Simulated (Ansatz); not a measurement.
**One shape, several levels: GeO (SMILES [O]=[Ge])**

Wanted: a comparison of 5 runs (UHF/STO-3G, BLYP/STO-3G, SVWN5/STO-3G, wB97X/STO-3G, FCI/STO-3G) of GeO. 

The results are computed with Ansatz 0.2.0.

69 further runs of the same task are left out: 29 that didn't finish, 40 set aside as unsound or not needed.

**1. The structure to begin with**

GeO has 2 atoms, charge 0, and is taken as a singlet. SMILES: `[O]=[Ge]`. The Ge2–O1 distance was set to 3.941 Å, away from the relaxed value.

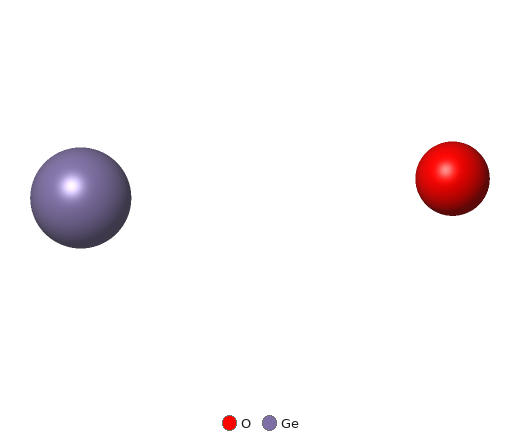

The structure, seen from a chosen angle (oxygen red, germanium purple).

**2. A single-point energy at UHF/STO-3G (run 1)**

job.yaml

```yaml
crystal:
  periodic: [false, false, false]
  atoms:
    - {symbol: O, position_ang: [0.000000, 0.000000, -2.364710]}
    - {symbol: Ge, position_ang: [0.000000, 0.000000, 1.576490]}
basis:
  gaussian:
    orbitals: STO-3G
magnetization:
  spin_polarized: true
  initial_magnetization: 0
hamiltonian:
  xc: hf
accuracy: high
```

Launch:

```bash
$ ansatz run job.yaml --threads 1 --pin off --max-ram 2610MiB --events-out events.jsonl --progress --plain --runs-dir runs
```

The program printed:

```text
Warning: RAYON_NUM_THREADS=1 ignored (pool sized by the plan → 1); use --threads N
Functional definition: HF
  name "HF"
  exchange = exact_x
  correlation = 0
261 factors; integrals over basis functions are off by at most 6.7e-9 eV
mean field evaluation 1: about -57791.9690 eV, gradient 5.0e0 eV
mean field evaluation 2: about -57791.9795 eV, gradient 5.0e0 eV
mean field evaluation 4: about -57791.8205 eV, gradient 5.7e0 eV
mean field evaluation 8: about -57828.5313 eV, gradient 9.7e0 eV
mean field evaluation 16: about -57830.6217 eV, gradient 2.7e0 eV
mean field evaluation 32: about -57834.1726 eV, gradient 2.6e-4 eV
mean field evaluation 64: about -57836.1877 eV, gradient 1.9e-1 eV
mean field evaluation 96: about -57836.1760 eV, gradient 1.3e-2 eV
mean field evaluation 128: about -57836.1830 eV, gradient 2.5e-2 eV
mean field -57836.19181562 eV, -2125.4408464451 hartree, gradient 8.7e-9 eV, S^2 2.000011; 6 other end points of the search recorded, 0 dependent functions left out
reference -57836.19181562 eV, -2125.4408464451 hartree; 20, 20 occupied and 3, 3 virtual orbitals, 261 factors
Total energy: -57836.19181562 eV, -2125.4408464451 hartree
```

Wall time 0.9 s (1 thread of Arm Neoverse V1, shared host).

**3. The energy at BLYP/STO-3G (run 2)**

input.yaml

```yaml
basis:
  gaussian: {orbitals: STO-3G}
crystal:
  periodic: [false, false, false]
  atoms:
    - symbol: O
      position_ang: [0.000000, 0.000000, -2.364710]
    - symbol: Ge
      position_ang: [0.000000, 0.000000, 1.576490]
hamiltonian: {xc: {name: BLYP}}
accuracy: high
```

Launch:

```bash
$ ansatz run input.yaml --threads 1 --pin off --max-ram 2610MiB --events-out events.jsonl --progress --plain --runs-dir runs
```

The program printed:

```text
Warning: RAYON_NUM_THREADS=1 ignored (pool sized by the plan → 1); use --threads N
Functional definition: BLYP
  name "BLYP"
  parameter beta = 0.0042
  parameter a = 0.04918
  parameter b = 0.132
  parameter c = 0.2533
  parameter d = 0.349
  exchange = b88_x(beta = beta)
  correlation = lyp_c(a = a, b = b, c = c, d = d)
261 factors; integrals over basis functions are off by at most 6.7e-9 eV
mean field evaluation 1: about -57425.5932 eV, gradient 2.6e1 eV
mean field evaluation 2: about -57661.1682 eV, gradient 8.9e0 eV
mean field evaluation 4: about -57825.5215 eV, gradient 2.3e1 eV
mean field evaluation 8: about -57826.4911 eV, gradient 2.0e1 eV
mean field evaluation 16: about -57869.7377 eV, gradient 1.3e0 eV
mean field evaluation 32: about -57869.7743 eV, gradient 5.1e-4 eV
mean field evaluation 64: about -57869.7776 eV, gradient 8.2e-4 eV
mean field evaluation 96: about -57843.4074 eV, gradient 7.0e1 eV
mean field evaluation 128: about -57869.7759 eV, gradient 1.6e-1 eV
mean field evaluation 160: about -57867.8799 eV, gradient 2.7e-2 eV
mean field evaluation 192: about -57869.3998 eV, gradient 1.0e1 eV
mean field evaluation 224: about -57869.5550 eV, gradient 7.5e0 eV
mean field evaluation 256: about -57869.7775 eV, gradient 5.6e-3 eV
mean field evaluation 288: about -57869.6988 eV, gradient 2.6e0 eV
mean field evaluation 320: about -57869.7316 eV, gradient 2.9e-3 eV
mean field evaluation 352: about -57869.7265 eV, gradient 4.4e-1 eV
mean field evaluation 384: about -57869.7312 eV, gradient 6.1e-3 eV
mean field evaluation 416: about -57869.7316 eV, gradient 1.6e-3 eV
mean field evaluation 448: about -57869.7312 eV, gradient 2.2e-3 eV
mean field evaluation 480: about -57869.7200 eV, gradient 1.5e0 eV
mean field evaluation 512: about -57869.7195 eV, gradient 9.1e-2 eV
mean field evaluation 544: about -57840.3808 eV, gradient 4.0e1 eV
mean field -57869.77758346 eV, -2126.6751006481 hartree, gradient 5.0e-8 eV, S^2 0.000000; 15 other end points of the search recorded, 0 dependent functions left out
reference -57869.77761913 eV, -2126.6751019591 hartree; 20, 20 occupied and 3, 3 virtual orbitals, 261 factors
Total energy: -57869.77761913 eV, -2126.6751019591 hartree
```

It took 44 s on 1 thread of Arm Neoverse V1, shared host.

Runs 3 to 4 aren't shown in full; the table further down has their settings and results.

**4. The energy at FCI/STO-3G (run 5)**

molecule.yaml

```yaml
crystal:
  periodic: [false, false, false]
  atoms:
    - {symbol: O, position_ang: [0.000000, 0.000000, -2.364710]}
    - {symbol: Ge, position_ang: [0.000000, 0.000000, 1.576490]}
basis:
  gaussian: {orbitals: STO-3G}
correlation: {method: fci, frozen_orbitals: {Ge: 9, O: 1}}
accuracy: high
```

Launch:

```bash
$ ansatz run molecule.yaml --threads 1 --pin off --max-ram 2610MiB --events-out events.jsonl --progress --plain --runs-dir runs
```

The program printed:

```text
Warning: RAYON_NUM_THREADS=1 ignored (pool sized by the plan → 1); use --threads N
[... 4 set-up lines as earlier in the session ...]
261 factors; integrals over basis functions are off by at most 6.7e-9 eV
mean field evaluation 1: about -57791.9690 eV, gradient 7.1e0 eV
mean field evaluation 2: about -57791.9795 eV, gradient 7.1e0 eV
mean field evaluation 4: about -57791.8205 eV, gradient 8.1e0 eV
mean field evaluation 8: about -57830.1500 eV, gradient 1.9e0 eV
mean field evaluation 16: about -57830.1569 eV, gradient 1.6e-5 eV
mean field evaluation 32: about -57830.1165 eV, gradient 1.8e-6 eV
mean field evaluation 64: about -57830.1449 eV, gradient 3.3e-1 eV
mean field evaluation 96: about -57830.1453 eV, gradient 1.3e-2 eV
mean field evaluation 128: about -57830.1567 eV, gradient 1.6e-7 eV
mean field evaluation 160: about -57807.0990 eV, gradient 4.2e1 eV
mean field evaluation 192: about -57626.6091 eV, gradient 1.0e1 eV
mean field -57830.18769073 eV, -2125.2201989252 hartree, gradient 3.6e-9 eV, S^2 0.000000; 23 other end points of the search recorded, 0 dependent functions left out; unrestricted orbitals would lower it
mean field evaluation 224: about -57834.1727 eV, gradient 2.0e-3 eV
determinant -57830.18769073 eV, -2125.2201989252 hartree, with singles and doubles -57832.37136035 eV, -2125.3004473037 hartree
determinant -57830.15668278 eV, -2125.2190594040 hartree, with singles and doubles -57832.36285393 eV, -2125.3001346986 hartree
determinant -57830.14676297 eV, -2125.2186948576 hartree, with singles and doubles -57832.34221417 eV, -2125.2993762011 hartree
determinant -57830.12125866 eV, -2125.2177575917 hartree, with singles and doubles -57832.35407764 eV, -2125.2998121756 hartree
determinant -57830.11651271 eV, -2125.2175831811 hartree, with singles and doubles -57832.34354008 eV, -2125.2994249276 hartree
determinant -57830.18769073 eV, -2125.2201989252 hartree, with singles and doubles -57832.43790614 eV, -2125.3028928161 hartree
determinant -57830.15668278 eV, -2125.2190594040 hartree, with no singles and doubles
determinant -57830.14676297 eV, -2125.2186948576 hartree, with no singles and doubles
determinant -57830.12125866 eV, -2125.2177575917 hartree, with no singles and doubles
determinant -57830.11651271 eV, -2125.2175831811 hartree, with no singles and doubles
unrestricted determinant -57834.17263032 eV, -2125.3666427542 hartree, S^2 1.9992
10 core orbitals not correlated: weight in the atoms' cores, before any rotation towards them, 1.000 or more for the frozen orbitals, at most 0.000 for the correlated occupied ones
reference -57830.18769073 eV, -2125.2201989252 hartree; 10, 10 occupied and 3, 3 virtual orbitals, 261 factors
state -57836.56060220 eV, -2125.4543991022 hartree
Total energy: -57836.56060220 eV, -2125.4543991022 hartree
```

Wall time 3.9 s (1 thread of Arm Neoverse V1, shared host).

**5. Overview of the runs**

```csv
run,level,frozen core orbitals,energy (Eh),wall time
1,UHF/STO-3G,–,-2125.440846,0.9 s
2,BLYP/STO-3G,–,-2126.675102,44 s
3,SVWN5/STO-3G,–,-2122.857446,11 s
4,wB97X/STO-3G,–,-2126.768227,32 s
5,FCI/STO-3G,10,-2125.454399,3.9 s
```

**6. What came out**

| quantity | value |
| --- | --- |
| run 5: total energy | -2125.45440 Eh |
| run 5: correlation energy (10 core orbitals frozen) | -234.2 mEh |

**Reading.** Against full CI in this basis: UHF +13.6 mEh. Totals of different functionals can't be ranked against each other. In runs 1, 2, 3, 4, 5 the basis is minimal, so the values are rough. In runs 2, 3, 4 a closed-shell determinant meets a far-stretched bond, which it describes badly. Spin contamination of the reference: run 1 ⟨S²⟩ = 2.00. Where it is this large, the reference is a mixture of spin states, and values that rest on it are in doubt. All runs together took 92 s, the longest 44 s.
